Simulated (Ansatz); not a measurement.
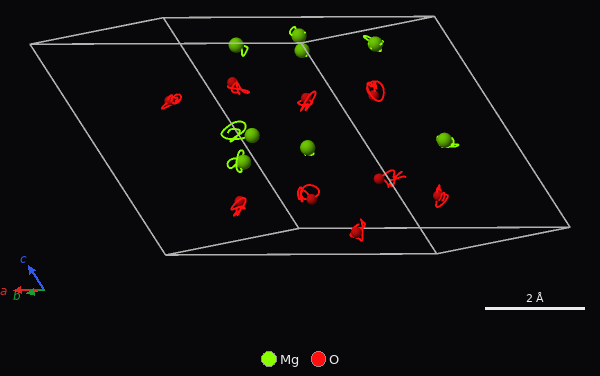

First-principles dynamics of MgO with an interstitial O (17 atoms in the cell), 180 fs long. It starts from the last geometry of an earlier run, with fresh velocities. Lines trace each atom's path, in the colour of its element; spheres stand at the starting positions. Seen from a free direction in the reduced simulation cell.

The calculation used Ansatz 0.2.0, DFT PBEsol, scalar-relativistic, plane waves, PAW. Run with plane-wave cutoff 420 eV; k-point mesh 2 × 2 × 2; Fermi-Dirac smearing 0.05 eV; spin collinear; low-accuracy preset; constant energy (NVE); velocities drawn for 1680 K; time step 1.5 fs.

**How do the atoms move?**

Root-mean-square distances from the starting positions over the second half, with the common drift of all atoms taken out: O 0.22 Å, Mg 0.21 Å. That is small against the typical shortest distance between atoms in the first frame, about 1.8 Å: the atoms vibrate about their sites and the arrangement holds. The total energy stays between −0.097 and 0.94 meV per atom of its start. A straight-line fit has a slope that amounts to +0.08 meV per atom over 180 fs (under 0.1 % of the mean kinetic energy), its mean offset in the second half is 0.2 %, and the ripple about the line is 1.1 % of the kinetic energy's fluctuation. With a drift under 2 % and a ripple under 7 %, the integration is accurate. The self-consistency threshold is loose, so the forces are noisy.

Limits of the set-up: the program's low-accuracy preset was used; the periodic images lie only 5.5 Å apart, so the values are limited by the cell's size.

PAW datasets: the set soft_1.
